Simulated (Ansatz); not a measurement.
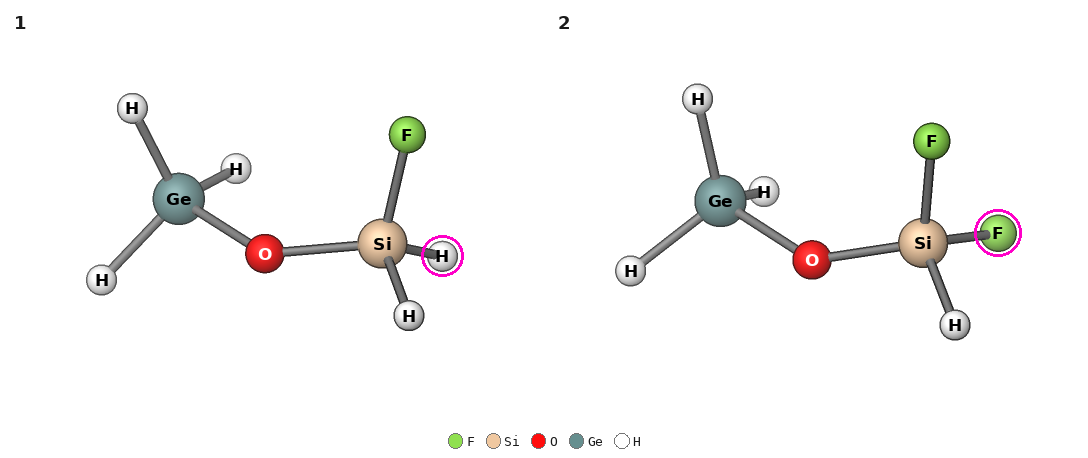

2 molecules with one skeleton, seen from the same side and at one scale; the atom that differs is circled. Charge 0, singlet. Computed geometries: PBE0-D4/def2-TZVP optimisations, one conformation each. Properties computed with Ansatz 0.2.0.

One atom differs, called X below: H in panel 1, F in panel 2. Their formulas are FGeH5OSi (`F[SiH2][O][GeH3]`), F2GeH4OSi (`F[SiH](F)[O][GeH3]`).

**In which is the length of X–Si larger (PBE0-D4/def2-TZVP)?**

In panel 2 (X = F).

**In which is the dipole moment larger (ωB97M-V/def2-TZVPP)?**

In panel 2 (X = F).

Give the values. With PBE0-D4/def2-TZVP: length of X–Si (Å), angle H–Si–X (°). With PBE0-D4/def2-TZVPP: HOMO energy (Kohn–Sham orbital) (eV), HOMO–LUMO gap (eV). With ωB97M-V/def2-TZVPP: dipole moment (D).

| quantity | 1 (H) | 2 (F) | 2 − 1 |
| --- | --- | --- | --- |
| length of X–Si (Å) | 1.483 | 1.586 | +0.103 |
| angle H–Si–X (°) | 112.9 | 109.2 | −3.7 |
| HOMO energy (Kohn–Sham orbital) (eV) | −8.81 | −9.39 | −0.58 |
| HOMO–LUMO gap (eV) | 8.69 | 9.22 | +0.53 |
| dipole moment (D) | 1.93 | 2.22 | +0.29 |
